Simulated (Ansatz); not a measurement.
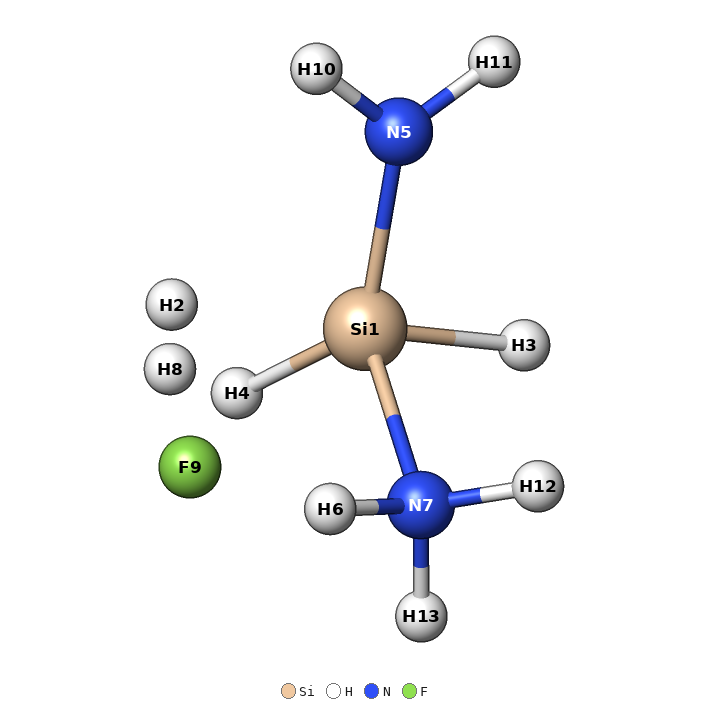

Sticks follow a distance rule. Harmonic vibrations computed with RKS PBE0-D4/def2-TZVP (Ansatz 0.2.0) at a stationary point of the same level.

Question: How many imaginary frequencies does it have?

Answer: A first-order saddle point: one imaginary frequency, 766i cm⁻¹.

Question: How many vibrational modes are there, and where do they lie?

Answer: 33 modes: 766i, 20, 174, 277, 322, 362, 433, 547, 578, 645, 663, 774, 840, 852, 902, 953, 984, 1035, 1078, 1213, 1380, 1537, 1564, 1643, 1659, 1966, 2082, 2218, 2462, 3513, 3590, 3609, 3724 cm⁻¹.
